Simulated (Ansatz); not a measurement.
# Ru+ (quartet): energies up the ladder

Wanted for Ru+ (quartet): energies up the ladder. Charge +1. Spin multiplicity 4.

Method: the levels named in each step, in Ansatz 0.2.0.

## 1. The system as given

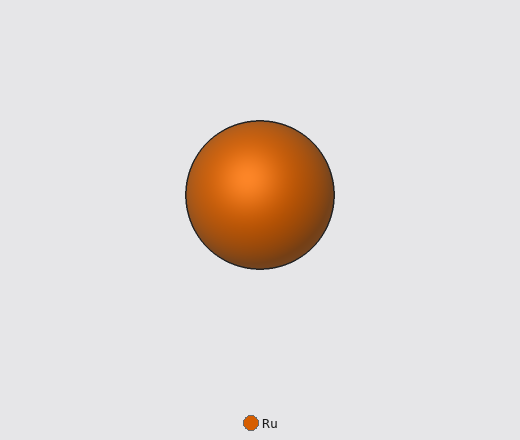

Start, viewed from a chosen angle; ruthenium orange.

Coordinates:

```xyz
1

Ru    0.0000    0.0000    0.0000
```

## 2. Single point, PBE0/def2-TZVPP

input.yaml

```yaml
crystal:
  periodic: [false, false, false]
  atoms:
    - { symbol: Ru, position_ang: [0.0, 0.0, 0.0] }
magnetization:
  spin_polarized: true
  initial_magnetization: 3
total_charge: 1
basis:
  gaussian: { orbitals: def2-TZVPP }
hamiltonian:
  xc: pbe0
```

Command:

```console
$ ansatz run input.yaml --threads 1 --pin off --max-ram 2560MiB --backend cpu --events-out ev --progress --plain --runs-dir out
```

Standard output:

```text
Warning: RAYON_NUM_THREADS=1 ignored (pool sized by the plan → 1); use --threads N
Engine: ansatz 0.2.0, x86_64-unknown-linux-gnu
Functional definition: PBE0
  parameter a = 0.25
  parameter kappa = 0.804
  parameter beta = 0.06672455060314922
  exchange = (1 - a)*pbe_x(kappa = kappa, mu = beta*pi^2/3) + a*exact_x
  correlation = pbe_c(beta = beta)
381 factors; their error is unknown
mean field evaluation 1: about -2564.8792 eV, gradient 4.5e1 eV
mean field evaluation 2: about -2554.5915 eV, gradient 6.4e1 eV
mean field evaluation 4: about -2571.5179 eV, gradient 1.3e0 eV
mean field evaluation 8: about -2571.7233 eV, gradient 2.3e0 eV
mean field evaluation 16: about -2572.0028 eV, gradient 2.1e-5 eV
mean field evaluation 32: about -2571.7138 eV, gradient 2.1e0 eV
mean field -2572.00284667 eV, -94.5193612491 hartree, gradient 1.8e-5 eV, S^2 3.752116; 6 other end points of the search recorded, 0 dependent functions left out
reference -2572.00285892 eV, -94.5193616990 hartree; 9, 6 occupied and 47, 50 virtual orbitals, 381 factors
Total energy: -2572.00285892 eV, -94.5193616990 hartree
```

Run time: 6.3 s. Hardware: 1 thread of Intel Xeon at 2.50GHz (Skylake/Cascade Lake), shared host; peak memory 0.11 GiB.

## 3. Single point, PBE/def2-TZVPP

input.yaml, as its differences from that of step 2:

```diff
@@ -11,2 +11,2 @@
 hamiltonian:
-  xc: pbe0
+  xc: pbe
```

Command:

```console
$ ansatz run input.yaml --threads 1 --pin off --max-ram 2560MiB --backend cpu --events-out ev --progress --plain --runs-dir out
```

Standard output, cut to the lines that bear on the results:

```text
Warning: RAYON_NUM_THREADS=1 ignored (pool sized by the plan → 1); use --threads N
[...]
Functional definition: PBE
[...]
329 factors; their error is unknown
[...]
mean field -2572.33283611 eV, -94.5314881371 hartree, gradient 1.8e-5 eV, S^2 3.751465; 10 other end points of the search recorded, 0 dependent functions left out
reference -2572.33285285 eV, -94.5314887524 hartree; 9, 6 occupied and 47, 50 virtual orbitals, 329 factors
Total energy: -2572.33285285 eV, -94.5314887524 hartree
```

Wall time 19 s (1 thread of Intel Xeon at 2.50GHz (Skylake/Cascade Lake), shared host); peak memory 0.11 GiB.

## 4. Single point, r2SCAN/def2-TZVPP

input.yaml, as its differences from that of step 3:

```diff
@@ -11,2 +11,2 @@
 hamiltonian:
-  xc: pbe
+  xc: r2scan
```

Command:

```console
$ ansatz run input.yaml --threads 1 --pin off --max-ram 2560MiB --backend cpu --events-out ev --progress --plain --runs-dir out
```

Standard output, cut to the lines that bear on the results:

```text
Warning: RAYON_NUM_THREADS=1 ignored (pool sized by the plan → 1); use --threads N
[...]
Functional definition: r2SCAN
[...]
329 factors; their error is unknown
[...]
mean field -2572.95414623 eV, -94.5543208629 hartree, gradient 9.6e-6 eV, S^2 3.753634; 32 other end points of the search recorded, 0 dependent functions left out
reference -2572.95415115 eV, -94.5543210436 hartree; 9, 6 occupied and 47, 50 virtual orbitals, 329 factors
Total energy: -2572.95415115 eV, -94.5543210436 hartree
```

Wall time 59 s (1 thread of Intel Xeon at 2.50GHz (Skylake/Cascade Lake), shared host); peak memory 0.14 GiB.

## 5. Single point, B3LYP/def2-TZVPP

input.yaml, as its differences from that of step 4:

```diff
@@ -11,2 +11,2 @@
 hamiltonian:
-  xc: r2scan
+  xc: { name: B3LYP }
```

Command:

```console
$ ansatz run input.yaml --threads 1 --pin off --max-ram 2560MiB --backend cpu --events-out ev --progress --plain --runs-dir out
```

Standard output:

```text
Warning: RAYON_NUM_THREADS=1 ignored (pool sized by the plan → 1); use --threads N
[... 1 set-up line as earlier in the session ...]
Functional definition: B3LYP
  parameter a0 = 0.2
  parameter ax = 0.72
  parameter ac = 0.81
  exchange = (1 - a0 - ax)*slater_x + ax*b88_x + a0*exact_x
  correlation = (1 - ac)*vwn_rpa_c + ac*lyp_c
366 factors; their error is unknown
mean field evaluation 1: about -2565.5060 eV, gradient 4.6e1 eV
mean field evaluation 2: about -2548.1230 eV, gradient 7.4e1 eV
mean field evaluation 4: about -2572.5653 eV, gradient 1.5e0 eV
mean field evaluation 8: about -2572.7023 eV, gradient 1.7e0 eV
mean field evaluation 16: about -2573.0894 eV, gradient 2.1e-5 eV
mean field evaluation 32: about -2573.0482 eV, gradient 1.3e0 eV
mean field -2573.08939612 eV, -94.5592912048 hartree, gradient 2.4e-5 eV, S^2 3.752282; 6 other end points of the search recorded, 0 dependent functions left out
reference -2573.08952754 eV, -94.5592960344 hartree; 9, 6 occupied and 47, 50 virtual orbitals, 366 factors
Total energy: -2573.08952754 eV, -94.5592960344 hartree
```

Wall time 8.2 s (1 thread of Intel Xeon at 2.50GHz (Skylake/Cascade Lake), shared host); peak memory 0.11 GiB.

## 6. Single point, wB97M-V/def2-TZVPP

input.yaml, as its differences from that of step 5:

```diff
@@ -11,2 +11,2 @@
 hamiltonian:
-  xc: { name: B3LYP }
+  xc: { name: wB97M-V }
```

Command:

```console
$ ansatz run input.yaml --threads 1 --pin off --max-ram 2560MiB --backend cpu --events-out ev --progress --plain --runs-dir out
```

Standard output, cut to the lines that bear on the results:

```text
Warning: RAYON_NUM_THREADS=1 ignored (pool sized by the plan → 1); use --threads N
[...]
Functional definition: wB97M-V
[...]
  gx(w, u) = 1 - cx + cx01*u + cx10*w
  gss(w, u) = css00 + css04*u^4 + css10*w + css20*w^2 + css43*w^4*u^3
  gos(w, u) = cos00 + cos10*w + (cos20 + cos21*u)*w^2 + (cos60 + cos61*u)*w^6
[...]
      + integral(e_c_pw_mod_opposite_spin*gos(b97_w_opposite, b97_u_opposite)) + vv10(b, c)
357 factors; their error is unknown
60 factors; integrals over basis functions are off by at most 1.4e-4 eV
[...]
mean field -2570.14059603 eV, -94.4509248004 hartree, gradient 1.7e-5 eV, S^2 3.752914; 4 other end points of the search recorded, 0 dependent functions left out
reference -2570.14061560 eV, -94.4509255195 hartree; 9, 6 occupied and 47, 50 virtual orbitals, 357 factors
Total energy: -2570.14061560 eV, -94.4509255195 hartree
```

It took 19 s on 1 thread of Intel Xeon at 2.50GHz (Skylake/Cascade Lake), shared host; peak memory 0.2 GiB.

## 7. Single point, B2PLYP/def2-TZVPP

input.yaml, as its differences from that of step 6:

```diff
@@ -11,2 +11,2 @@
 hamiltonian:
-  xc: { name: wB97M-V }
+  xc: { name: B2PLYP }
```

Command:

```console
$ ansatz run input.yaml --threads 1 --pin off --max-ram 2560MiB --backend cpu --events-out ev --progress --plain --runs-dir out
```

Standard output:

```text
Warning: RAYON_NUM_THREADS=1 ignored (pool sized by the plan → 1); use --threads N
[... 1 set-up line as earlier in the session ...]
Functional definition: B2PLYP
  parameter a = 0.53
  parameter c = 0.27
  exchange = (1 - a)*b88_x + a*exact_x
  correlation = (1 - c)*lyp_c + c*(mp2_os + mp2_ss)
396 factors; integrals over basis functions are off by at most 1.9e-4 eV
mean field evaluation 1: about -2560.4412 eV, gradient 4.0e1 eV
mean field evaluation 2: about -2560.4422 eV, gradient 4.0e1 eV
mean field evaluation 4: about -2565.5757 eV, gradient 1.6e0 eV
mean field evaluation 8: about -2565.9248 eV, gradient 1.2e0 eV
mean field evaluation 16: about -2566.1181 eV, gradient 1.9e-6 eV
mean field evaluation 32: about -2566.0898 eV, gradient 1.2e0 eV
mean field -2566.11811301 eV, -94.3031012759 hartree, gradient 2.3e-6 eV, S^2 3.753535; 6 other end points of the search recorded, 0 dependent functions left out
reference -2566.11819490 eV, -94.3031042851 hartree; 9, 6 occupied and 47, 50 virtual orbitals, 396 factors
second order -13.67076603 eV of doubles, -0.00000000 eV of singles
Total energy: -2569.80930173 eV, -94.4387499591 hartree
```

Run time: 7.5 s. Hardware: 1 thread of Intel Xeon at 2.50GHz (Skylake/Cascade Lake), shared host; peak memory 0.11 GiB.

## 8. Single point, LDA/def2-TZVPP

input.yaml, as its differences from that of step 7:

```diff
@@ -11,2 +11,2 @@
 hamiltonian:
-  xc: { name: B2PLYP }
+  xc: lda
```

Command:

```console
$ ansatz run input.yaml --threads 1 --pin off --max-ram 2560MiB --backend cpu --events-out ev --progress --plain --runs-dir out
```

Standard output:

```text
Warning: RAYON_NUM_THREADS=1 ignored (pool sized by the plan → 1); use --threads N
[... 1 set-up line as earlier in the session ...]
Functional definition: SPW92
  exchange = slater_x
  correlation = pw_c
329 factors; their error is unknown
mean field evaluation 1: about -2558.0263 eV, gradient 4.7e1 eV
mean field evaluation 2: about -2535.4239 eV, gradient 8.2e1 eV
mean field evaluation 4: about -2565.9311 eV, gradient 2.4e0 eV
mean field evaluation 8: about -2565.9485 eV, gradient 2.7e-2 eV
mean field evaluation 16: about -2565.9485 eV, gradient 3.0e-6 eV
mean field evaluation 32: about -2565.8461 eV, gradient 4.5e0 eV
mean field evaluation 64: about -2565.8033 eV, gradient 2.5e0 eV
mean field evaluation 96: about -2561.4320 eV, gradient 1.7e1 eV
mean field evaluation 128: about -2565.9485 eV, gradient 2.9e-2 eV
mean field -2565.94852941 eV, -94.2968691935 hartree, gradient 3.5e-6 eV, S^2 3.751268; 8 other end points of the search recorded, 0 dependent functions left out
reference -2565.94854452 eV, -94.2968697486 hartree; 9, 6 occupied and 47, 50 virtual orbitals, 329 factors
Total energy: -2565.94854452 eV, -94.2968697486 hartree
```

Run time: 8 s. Hardware: 1 thread of Intel Xeon at 2.50GHz (Skylake/Cascade Lake), shared host; peak memory 0.095 GiB.

## 9. Single point, PBE0/def2-SVP

input.yaml, as its differences from that of step 8:

```diff
@@ -9,4 +9,4 @@
 basis:
-  gaussian: { orbitals: def2-TZVPP }
+  gaussian: { orbitals: def2-SVP }
 hamiltonian:
-  xc: lda
+  xc: pbe0
```

Command:

```console
$ ansatz run input.yaml --threads 1 --pin off --max-ram 2560MiB --backend cpu --events-out ev --progress --plain --runs-dir out
```

Standard output, cut to the lines that bear on the results:

```text
Warning: RAYON_NUM_THREADS=1 ignored (pool sized by the plan → 1); use --threads N
[... 7 set-up lines as earlier in the session ...]
223 factors; integrals over basis functions are off by at most 2.4e-4 eV
mean field evaluation 1: about -2565.8399 eV, gradient 2.9e1 eV
mean field evaluation 2: about -2565.3342 eV, gradient 3.3e1 eV
mean field evaluation 4: about -2570.7638 eV, gradient 1.2e0 eV
mean field evaluation 8: about -2571.2373 eV, gradient 4.9e-1 eV
mean field evaluation 16: about -2571.2943 eV, gradient 8.1e-4 eV
mean field evaluation 32: about -2571.2584 eV, gradient 9.7e-1 eV
mean field -2571.29428469 eV, -94.4933220765 hartree, gradient 1.9e-5 eV, S^2 3.751715; 6 other end points of the search recorded, 0 dependent functions left out
reference -2571.29429769 eV, -94.4933225541 hartree; 9, 6 occupied and 22, 25 virtual orbitals, 223 factors
Total energy: -2571.29429769 eV, -94.4933225541 hartree
```

Wall time 3.2 s (1 thread of Intel Xeon at 2.50GHz (Skylake/Cascade Lake), shared host); peak memory 0.092 GiB.

## 10. Single point, PBE/def2-SVP

input.yaml, as its differences from that of step 9:

```diff
@@ -11,2 +11,2 @@
 hamiltonian:
-  xc: pbe0
+  xc: pbe
```

Command:

```console
$ ansatz run input.yaml --threads 1 --pin off --max-ram 2560MiB --backend cpu --events-out ev --progress --plain --runs-dir out
```

Standard output, cut to the lines that bear on the results:

```text
Warning: RAYON_NUM_THREADS=1 ignored (pool sized by the plan → 1); use --threads N
[...]
[... 1 set-up line as earlier in the session ...]
[...]
284 factors; their error is unknown
[...]
mean field -2571.62046063 eV, -94.5053088212 hartree, gradient 2.0e-5 eV, S^2 3.751128; 11 other end points of the search recorded, 0 dependent functions left out
reference -2571.62047805 eV, -94.5053094614 hartree; 9, 6 occupied and 22, 25 virtual orbitals, 284 factors
Total energy: -2571.62047805 eV, -94.5053094614 hartree
```

Wall time 15 s (1 thread of Intel Xeon at 2.50GHz (Skylake/Cascade Lake), shared host); peak memory 0.096 GiB.

## 11. Total energies

```tsv
level	energy (eV)	CPU time
PBE0/def2-TZVPP	-2572.0029	4.9 s
PBE/def2-TZVPP	-2572.3329	14 s
r2SCAN/def2-TZVPP	-2572.9542	48 s
B3LYP/def2-TZVPP	-2573.0895	6.4 s
wB97M-V/def2-TZVPP	-2570.1406	17 s
B2PLYP/def2-TZVPP	-2569.8093	6.2 s
LDA/def2-TZVPP	-2565.9485	5.7 s
PBE0/def2-SVP	-2571.2943	2.5 s
PBE/def2-SVP	-2571.6205	12 s
```

## 12. Summary of results

| quantity | value |
| --- | --- |
| energy at PBE/def2-SVP | -2571.620 eV |

In words: These totals serve in differences with atoms or fragments at the same level; alone they don't rank the methods. Heavy atoms carry effective core potentials in def2 sets, and spin-orbit coupling is left out.
